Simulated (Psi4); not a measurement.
# doublet B2NH2OF+ at 6 levels

Aim: a comparison of 6 runs (U-wB97X/def2-SVP, UB3LYP/def2-SVP, UBHLYP/def2-SVP, UBLYP/def2-SVP, UM06-2X/def2-SVP, UPBE/def2-SVP) of doublet B2NH2OF+. 

Program for the calculation: Psi4 1.11.

3 further runs of the same task are left out: 3 set aside as unsound or not needed.

### Step 1. The molecule

B2NH2OF+: 7 atoms, total charge +1, spin state doublet. As SMILES of the parent species, `OB1NB1F`. Geometry: relaxed at PBE0-D4/def2-TZVP. This is one conformer, not always the lowest. That shape belongs to the parent species and isn't relaxed for this state.

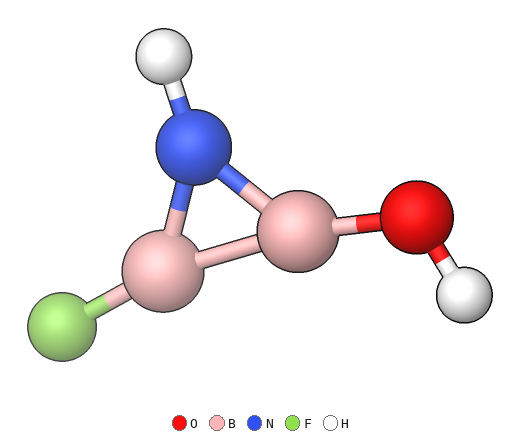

Viewed from a chosen angle; oxygen red, boron pink, nitrogen blue, fluorine green, hydrogen white.

### Step 2. A single-point energy at U-wB97X/def2-SVP (run 1)

job.json reads:

```json
{
 "schema_name": "qcschema_input",
 "schema_version": 1,
 "molecule": {
  "schema_name": "qcschema_molecule",
  "schema_version": 2,
  "symbols": ["O", "B", "N", "B", "F", "H", "H"],
  "geometry": [-2.41261334, 0.33334769, 2.47195074, -0.7162062, 0.28383686, 0.57485469, 1.19468486, -1.45168761, -0.17914604, 1.10926924, 0.64193996, -1.8029877, 2.36215766, 1.36835069, -3.82726232, -3.45706497, 1.81451502, 2.44417177, 2.03561298, -3.118804, 0.23224734],
  "molecular_charge": 1,
  "molecular_multiplicity": 2,
  "fix_symmetry": "c1"
 },
 "driver": "energy",
 "model": {
  "method": "wb97x",
  "basis": "def2-SVP"
 },
 "keywords": {
  "reference": "uks",
  "puream": true,
  "e_convergence": 1e-09,
  "d_convergence": 1e-08,
  "scf_type": "pk",
  "dft_radial_points": 99,
  "dft_spherical_points": 590,
  "maxiter": 100,
  "scf_properties": ["QUADRUPOLE", "LOWDIN_CHARGES", "MAYER_INDICES"]
 }
}
```

Started as:

```
$ psi4 --qcschema job.json -n 1 --memory 2200MB
```

stdout:

```text
[...]
  Running in c1 symmetry.
[...]
  Nuclear repulsion =  135.227784738230014
[...]
  Multiplicity = 2
[...]
  Nalpha       = 18
  Nbeta        = 17
[...]
    Number of basis functions: 80
[...]
   @UKS iter   1:  -280.03606892098423   -3.03891e-01   8.09656e-03 DIIS/ADIIS
[...]
   @UKS iter  16:  -280.20174265295765   -3.80851e-12   5.09776e-09 DIIS
[...]
   @S^2 Observed:                7.535448357E-01
[...]
    Orbital Energies [Eh]
    ---------------------
    Alpha Occupied:
       1A    -25.012203     2A    -19.487361     3A    -14.701065
       4A     -7.229053     5A     -7.201962     6A     -1.568709
       7A     -1.402453     8A     -1.308603     9A     -1.007083
      10A     -0.930358    11A     -0.900748    12A     -0.840069
      13A     -0.822599    14A     -0.794646    15A     -0.755134
      16A     -0.747955    17A     -0.683385    18A     -0.681605
    Alpha Virtual:
      19A     -0.171413    20A     -0.080779    21A     -0.074303
      22A     -0.073361    23A     -0.030651    24A      0.009541
      25A      0.071537    26A      0.099079    27A      0.135680
[...]
  @UKS Final Energy:  -280.20174265295765
   => Energetics <=
    Nuclear Repulsion Energy =            135.2277847382300138
    One-Electron Energy =                -643.1049382489993604
    Two-Electron Energy =                 252.2437451477822208
    DFT Exchange-Correlation Energy =     -24.5683342899705188
    Empirical Dispersion Energy =           0.0000000000000000
    VV10 Nonlocal Energy =                  0.0000000000000000
    Total Energy =                       -280.2017426529576483
[...]
 Multipole Moments:
 ------------------------------------------------------------------------------------
     Multipole            Electronic (a.u.)      Nuclear  (a.u.)        Total (a.u.)
 ------------------------------------------------------------------------------------
 L = 1.  Multiply by 2.5417464519 to convert [e a0] to [Debye]
 Dipole X            :          1.3874497           -1.9078476           -0.5203979
 Dipole Y            :          1.6731077           -1.6539766            0.0191312
 Dipole Z            :         -2.9606511            3.5364990            0.5758479
 Magnitude           :                                                    0.7763895
 L = 2.  Multiply by 1.3450342976 to convert [e a0^2] to [Debye ang]
 Quadrupole XX       :       -141.7616647          128.4086822          -13.3529826
 Quadrupole XY       :         -2.5640711           -1.9318243           -4.4958954
[...]
```

The result, in JSON:

```text
{
 "driver": "energy",
 "model": {
  "method": "wb97x",
  "basis": "def2-SVP"
 },
 "success": true,
 "return_result": -280.20174265295765,
 "properties": {
  "calcinfo_nbasis": 80,
  "calcinfo_nmo": 80,
  "calcinfo_nalpha": 18,
  "calcinfo_nbeta": 17,
  "calcinfo_natom": 7,
  "nuclear_repulsion_energy": 135.22778473823,
  "return_energy": -280.20174265295765,
  "scf_one_electron_energy": -643.1049382489994,
  "scf_two_electron_energy": 252.24374514778222,
  "scf_xc_energy": -24.56833428997052,
  "scf_dipole_moment": [-0.5203978851022408, 0.01913117032630285, 0.5758478664787772],
  "scf_total_energy": -280.20174265295765,
  "scf_iterations": 16
 }
}
```

Run time: 23 s. Hardware: 1 thread of AMD EPYC 9B14 (Zen 4), shared host; peak memory 1.1 GiB.

### Step 3. Energy and gradient at UB3LYP/def2-SVP (run 2)

run.py reads:

```python
import psi4

psi4.set_memory(2200000000)
psi4.set_num_threads(1)
psi4.core.set_output_file('output.dat', False)

mol = psi4.geometry("""
1 2
O
B 1 1.346984
N 2 1.42309 1 134.03307
B 3 1.402812 2 68.84864 1 -179.96935
F 4 1.317119 3 135.43543 2 179.94514
H 1 0.959185 2 112.86082 3 -179.97154
H 3 1.011778 4 146.57393 5 -0.03953
symmetry c1
no_reorient
no_com
""")

psi4.set_options({
    'basis': 'def2-SVP',
    'reference': 'uks',
    'puream': True,
    'e_convergence': 1e-09,
    'd_convergence': 1e-08,
    'scf_type': 'pk',
    'dft_radial_points': 99,
    'dft_spherical_points': 590,
    'maxiter': 100,
})

E, wfn = psi4.gradient("b3lyp", return_wfn=True)
psi4.oeprop(wfn, "MAYER_INDICES", "QUADRUPOLE", "DIPOLE", title="B3LYP")
print('gradient / Eh bohr^-1')
print(E.np.round(6))
print(f'energy = {wfn.energy():.10f} Eh')
```

Started as:

```
$ python run.py
```

output.dat:

```text
[...]
  Running in c1 symmetry.
[...]
  Nuclear repulsion =  135.227790667686122
[...]
  Multiplicity = 2
[...]
  Nalpha       = 18
  Nbeta        = 17
[...]
    Number of basis functions: 80
[...]
   @UKS iter   1:  -280.02601332249014    7.26153e-02   1.00325e-02 DIIS/ADIIS
[...]
   @UKS iter  14:  -280.27838518731375   -3.12639e-12   8.30514e-09 DIIS
[...]
   @S^2 Observed:                7.522540898E-01
[...]
  @UKS Final Energy:  -280.27838518731375
   => Energetics <=
    Nuclear Repulsion Energy =            135.2277906676861221
    One-Electron Energy =                -643.2081171742679544
    Two-Electron Energy =                 255.6391620678945173
    DFT Exchange-Correlation Energy =     -27.9372207486264443
    Empirical Dispersion Energy =           0.0000000000000000
    VV10 Nonlocal Energy =                  0.0000000000000000
    Total Energy =                       -280.2783851873137451
[...]
  -Total Gradient:
     Atom            X                  Y                   Z
    ------   -----------------  -----------------  -----------------
       1        0.000006395347    -0.016055364587    -0.054176449617
       2       -0.000042709226     0.077709227332     0.103274458987
       3        0.000010182143    -0.087715066390     0.014030103055
       4        0.000106299448     0.030557127583    -0.123546166929
       5       -0.000061140749    -0.004159991791     0.041865427511
       6       -0.000009159635    -0.012656817600     0.020667840577
       7       -0.000009867546     0.012325564363    -0.002119037492
[...]
 Multipole Moments:
 ------------------------------------------------------------------------------------
     Multipole            Electronic (a.u.)      Nuclear  (a.u.)        Total (a.u.)
 ------------------------------------------------------------------------------------
 L = 1.  Multiply by 2.5417464519 to convert [e a0] to [Debye]
 Dipole X            :         -0.0010532            0.0026784            0.0016252
 Dipole Y            :          1.9320021           -1.9662970           -0.0342949
 Dipole Z            :          3.0613624           -3.8750498           -0.8136874
 Magnitude           :                                                    0.8144114
 L = 2.  Multiply by 1.3450342976 to convert [e a0^2] to [Debye ang]
 Quadrupole XX       :        -18.0965275            0.0001174          -18.0964102
 Quadrupole XY       :          0.0563669           -0.0557055            0.0006614
[...]
```

Standard output:

```text
gradient / Eh bohr^-1
[[ 6.00000e-06 -1.60550e-02 -5.41760e-02]
 [-4.30000e-05  7.77090e-02  1.03274e-01]
 [ 1.00000e-05 -8.77150e-02  1.40300e-02]
 [ 1.06000e-04  3.05570e-02 -1.23546e-01]
 [-6.10000e-05 -4.16000e-03  4.18650e-02]
 [-9.00000e-06 -1.26570e-02  2.06680e-02]
 [-1.00000e-05  1.23260e-02 -2.11900e-03]]
energy = -280.2783851873 Eh
```

Wall time 23 s (1 thread of AMD EPYC 9B14 (Zen 4), shared host); peak memory 1 GiB.

### Step 4. The energy at UBHLYP/def2-SVP (run 3)

input.json reads:

```json
{
 "schema_name": "qcschema_input",
 "schema_version": 1,
 "molecule": {
  "schema_name": "qcschema_molecule",
  "schema_version": 2,
  "symbols": ["O", "B", "N", "B", "F", "H", "H"],
  "geometry": [-2.41261334, 0.33334769, 2.47195074, -0.7162062, 0.28383686, 0.57485469, 1.19468486, -1.45168761, -0.17914604, 1.10926924, 0.64193996, -1.8029877, 2.36215766, 1.36835069, -3.82726232, -3.45706497, 1.81451502, 2.44417177, 2.03561298, -3.118804, 0.23224734],
  "molecular_charge": 1,
  "molecular_multiplicity": 2,
  "fix_symmetry": "c1",
  "fix_com": true,
  "fix_orientation": true
 },
 "driver": "energy",
 "model": {
  "method": "bhhlyp",
  "basis": "def2-SVP"
 },
 "keywords": {
  "reference": "uks",
  "puream": true,
  "e_convergence": 1e-09,
  "d_convergence": 1e-08,
  "scf_type": "pk",
  "dft_radial_points": 99,
  "dft_spherical_points": 590,
  "maxiter": 100,
  "scf_properties": ["DIPOLE", "MAYER_INDICES", "LOWDIN_CHARGES"]
 }
}
```

Started as:

```
$ psi4 --qcschema input.json -n 1 --memory 2200MB
```

stdout:

```text
[...]
  Running in c1 symmetry.
[...]
  Nuclear repulsion =  135.227784738230014
[...]
  Multiplicity = 2
[...]
  Nalpha       = 18
  Nbeta        = 17
[...]
    Number of basis functions: 80
[...]
   @UKS iter   1:  -279.96661156305089   -1.78311e-01   8.30931e-03 DIIS/ADIIS
[...]
   @UKS iter  15:  -280.13847865738569   -1.00044e-11   8.90750e-09 DIIS
[...]
   @S^2 Observed:                7.536740937E-01
[...]
    Orbital Energies [Eh]
    ---------------------
    Alpha Occupied:
       1A    -25.572129     2A    -19.969441     3A    -15.105220
       4A     -7.478309     5A     -7.451071     6A     -1.602605
       7A     -1.413928     8A     -1.305048     9A     -0.979654
      10A     -0.901498    11A     -0.881059    12A     -0.818038
      13A     -0.797576    14A     -0.765546    15A     -0.719313
      16A     -0.718453    17A     -0.653348    18A     -0.644621
    Alpha Virtual:
      19A     -0.218646    20A     -0.133566    21A     -0.126904
      22A     -0.119509    23A     -0.091396    24A     -0.047728
      25A      0.010877    26A      0.038068    27A      0.079940
[...]
  @UKS Final Energy:  -280.13847865738569
   => Energetics <=
    Nuclear Repulsion Energy =            135.2277847382300138
    One-Electron Energy =                -643.1629767440617798
    Two-Electron Energy =                 245.6705884727470561
    DFT Exchange-Correlation Energy =     -17.8738751243009837
    Empirical Dispersion Energy =           0.0000000000000000
    VV10 Nonlocal Energy =                  0.0000000000000000
    Total Energy =                       -280.1384786573856900
[...]
 Multipole Moments:
 ------------------------------------------------------------------------------------
     Multipole            Electronic (a.u.)      Nuclear  (a.u.)        Total (a.u.)
 ------------------------------------------------------------------------------------
 L = 1.  Multiply by 2.5417464519 to convert [e a0] to [Debye]
 Dipole X            :        -11.0519189           10.8651694           -0.1867494
 Dipole Y            :         -7.8443466            8.1447196            0.3003730
 Dipole Z            :         19.3436579          -19.3880232           -0.0443653
 Magnitude           :                                                    0.3564654
[...]
```

The result, in JSON:

```text
{
 "driver": "energy",
 "model": {
  "method": "bhhlyp",
  "basis": "def2-SVP"
 },
 "success": true,
 "return_result": -280.1384786573857,
 "properties": {
  "calcinfo_nbasis": 80,
  "calcinfo_nmo": 80,
  "calcinfo_nalpha": 18,
  "calcinfo_nbeta": 17,
  "calcinfo_natom": 7,
  "nuclear_repulsion_energy": 135.22778473823,
  "return_energy": -280.1384786573857,
  "scf_one_electron_energy": -643.1629767440618,
  "scf_two_electron_energy": 245.67058847274706,
  "scf_xc_energy": -17.873875124300984,
  "scf_dipole_moment": [-0.18674941704376913, 0.3003730192349723, -0.04436529194406447],
  "scf_total_energy": -280.1384786573857,
  "scf_iterations": 15
 }
}
```

Run time: 19 s. Hardware: 1 thread of AMD EPYC 9B14 (Zen 4), shared host; peak memory 1 GiB.

Runs 4 to 5 aren't shown in full; the table further down has their settings and results.

### Step 5. Energy and gradient at UPBE/def2-SVP (run 6)

b2fh2no.json reads:

```json
{
  "schema_name": "qcschema_input",
  "schema_version": 1,
  "molecule": {
    "schema_name": "qcschema_molecule",
    "schema_version": 2,
    "symbols": ["O", "B", "N", "B", "F", "H", "H"],
    "geometry": [-2.41261334, 0.33334769, 2.47195074, -0.7162062, 0.28383686, 0.57485469, 1.19468486, -1.45168761, -0.17914604, 1.10926924, 0.64193996, -1.8029877, 2.36215766, 1.36835069, -3.82726232, -3.45706497, 1.81451502, 2.44417177, 2.03561298, -3.118804, 0.23224734],
    "molecular_charge": 1,
    "molecular_multiplicity": 2,
    "fix_symmetry": "c1"
  },
  "driver": "gradient",
  "model": {
    "method": "pbe",
    "basis": "def2-SVP"
  },
  "keywords": {
    "reference": "uks",
    "puream": true,
    "e_convergence": 1e-09,
    "d_convergence": 1e-08,
    "scf_type": "pk",
    "dft_radial_points": 99,
    "dft_spherical_points": 590,
    "maxiter": 100,
    "scf_properties": ["WIBERG_LOWDIN_INDICES", "QUADRUPOLE", "DIPOLE"]
  }
}
```

Started as:

```
$ psi4 --qcschema b2fh2no.json -n 1 --memory 2200MB
```

stdout:

```text
[...]
  Running in c1 symmetry.
[...]
  Nuclear repulsion =  135.227784738230014
[...]
  Multiplicity = 2
[...]
  Nalpha       = 18
  Nbeta        = 17
[...]
    Number of basis functions: 80
[...]
   @UKS iter   1:  -279.65744216098869    2.35723e-01   1.08024e-02 ADIIS/DIIS
[...]
   @UKS iter  15:  -279.96935672124124   -6.25278e-13   3.83384e-09 DIIS
[...]
   @S^2 Observed:                7.517572914E-01
[...]
  @UKS Final Energy:  -279.96935672124124
   => Energetics <=
    Nuclear Repulsion Energy =            135.2277847382300138
    One-Electron Energy =                -643.1181515323771691
    Two-Electron Energy =                 262.1341237972013687
    DFT Exchange-Correlation Energy =     -34.2131137242954395
    Empirical Dispersion Energy =           0.0000000000000000
    VV10 Nonlocal Energy =                  0.0000000000000000
    Total Energy =                       -279.9693567212412404
[...]
 Multipole Moments:
 ------------------------------------------------------------------------------------
     Multipole            Electronic (a.u.)      Nuclear  (a.u.)        Total (a.u.)
 ------------------------------------------------------------------------------------
 L = 1.  Multiply by 2.5417464519 to convert [e a0] to [Debye]
 Dipole X            :          1.3935162           -1.9078476           -0.5143313
 Dipole Y            :          1.6058953           -1.6539766           -0.0480813
 Dipole Z            :         -2.9120162            3.5364990            0.6244828
 Magnitude           :                                                    0.8104488
 L = 2.  Multiply by 1.3450342976 to convert [e a0^2] to [Debye ang]
 Quadrupole XX       :       -141.3098180          128.4086822          -12.9011359
 Quadrupole XY       :         -2.3907694           -1.9318243           -4.3225937
[...]
  -Total Gradient:
     Atom            X                  Y                   Z
    ------   -----------------  -----------------  -----------------
       1       -0.028453123519    -0.005742072191     0.037210274957
       2        0.038727480165     0.057746101563    -0.091710727923
       3        0.034555865691    -0.065533014599     0.014470620992
       4       -0.081876474384     0.022392720376     0.074927858548
       5        0.023188815932    -0.006484955215    -0.021067124788
       6        0.021863487644    -0.017533379416    -0.010517049058
       7       -0.008011349512     0.015160839319    -0.003312961230
[...]
```

The result, in JSON:

```text
{
 "driver": "gradient",
 "model": {
  "method": "pbe",
  "basis": "def2-SVP"
 },
 "success": true,
 "return_result": [-0.02845312351887737, -0.005742072190928482, 0.03721027495683432, 0.03872748016472846, 0.057746101562538704, -0.09171072792332621, 0.03455586569087954, -0.06553301459864574, 0.014470620992499086, -0.08187647438362644, 0.02239272037562276, 0.07492785854772639, 0.0231888159317922, -0.006484955214597882, -0.021067124787821856, 0.021863487644062957, -0.017533379415584582, -0.010517049058439514, -0.008011349511681615, 0.015160839319492803, -0.0033129612302392614],
 "properties": {
  "calcinfo_nbasis": 80,
  "calcinfo_nmo": 80,
  "calcinfo_nalpha": 18,
  "calcinfo_nbeta": 17,
  "calcinfo_natom": 7,
  "nuclear_repulsion_energy": 135.22778473823,
  "return_energy": -279.96935672124124,
  "return_gradient": [-0.02845312351887737, -0.005742072190928482, 0.03721027495683432, 0.03872748016472846, 0.057746101562538704, -0.09171072792332621, 0.03455586569087954, -0.06553301459864574, 0.014470620992499086, -0.08187647438362644, 0.02239272037562276, 0.07492785854772639, 0.0231888159317922, -0.006484955214597882, -0.021067124787821856, 0.021863487644062957, -0.017533379415584582, -0.010517049058439514, -0.008011349511681615, 0.015160839319492803, -0.0033129612302392614],
  "scf_one_electron_energy": -643.1181515323772,
  "scf_two_electron_energy": 262.13412379720137,
  "scf_xc_energy": -34.21311372429544,
  "scf_dipole_moment": [-0.5143313414155632, -0.04808128756316288, 0.6244828067994108],
  "scf_total_energy": -279.96935672124124,
  "scf_total_gradient": [-0.02845312351887737, -0.005742072190928482, 0.03721027495683432, 0.03872748016472846, 0.057746101562538704, -0.09171072792332621, 0.03455586569087954, -0.06553301459864574, 0.014470620992499086, -0.08187647438362644, 0.02239272037562276, 0.07492785854772639, 0.0231888159317922, -0.006484955214597882, -0.021067124787821856, 0.021863487644062957, -0.017533379415584582, -0.010517049058439514, -0.008011349511681615, 0.015160839319492803, -0.0033129612302392614],
  "scf_iterations": 15
 }
}
```

It took 23 s on 1 thread of AMD EPYC 9B14 (Zen 4), shared host; peak memory 1 GiB.

### Step 6. Overview of the runs

| run | level | task | energy (Eh) | HOMO energy (eV) | LUMO energy (eV) | ⟨S²⟩ | wall time |
| --- | --- | --- | --- | --- | --- | --- | --- |
| 1 | U-wB97X/def2-SVP | energy | -280.201743 | -18.48 | -9.99 | 0.754 | 23 s |
| 2 | UB3LYP/def2-SVP | gradient | -280.278385 | -15.74 | -12.54 | 0.752 | 23 s |
| 3 | UBHLYP/def2-SVP | energy | -280.138479 | -17.47 | -11.33 | 0.754 | 19 s |
| 4 | UBLYP/def2-SVP | gradient | -280.228638 | -14.30 | -12.98 | 0.751 | 21 s |
| 5 | UM06-2X/def2-SVP | gradient | -280.168859 | -17.44 | -11.18 | 0.754 | 53 s |
| 6 | UPBE/def2-SVP | gradient | -279.969357 | -14.48 | -13.03 | 0.752 | 23 s |

### Step 7. Results

| quantity | value |
| --- | --- |
| run 6: total energy | -279.96936 Eh |
| run 6: HOMO energy (highest over α and β) | -14.48 eV |
| run 6: LUMO energy (lowest over α and β) | -13.03 eV |
| run 6: ⟨S²⟩ | 0.752 |
| run 6: largest force on an atom | 5.918 eV/Å |

In words: Totals of different functionals can't be ranked against each other. All runs together took 2.7 min, the longest 53 s.
